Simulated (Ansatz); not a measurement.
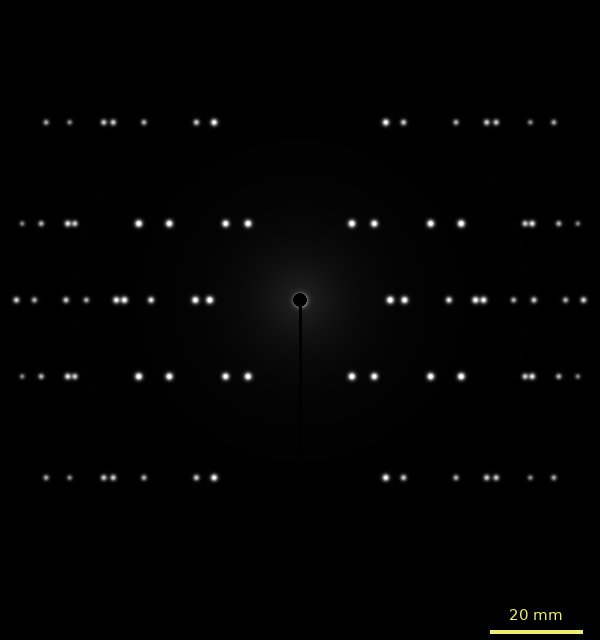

Simulated X-ray rotation photograph: Mo Kα radiation (λ = 0.7107 Å), cylindrical film of radius 57.3 mm unrolled, rotation axis vertical and normal to the beam, kinematic intensities without Lorentz or polarisation factors, the film spanning ±63° about the beam; spots down to d = 0.69 Å.

Question: What lattice repeat along the rotation axis do the layer lines give?

Answer: The first layer line lies 16.8 mm from the equator, so tan ν = 0.293, sin ν = 0.281 and the period is λ/sin ν = 2.53 Å. Further lines follow at 39.0 mm.

The crystal is Ni, space group Fm-3m (No. 225), a = 3.57 Å. Structure: the input geometry of an electronic-structure calculation (not necessarily at equilibrium).

Question: About which axis was it rotated?

Answer: About [110] (or an equivalent direction), whose length in the conventional cell is 5.050 Å; the F centring shortens the period to 1/2 of it.
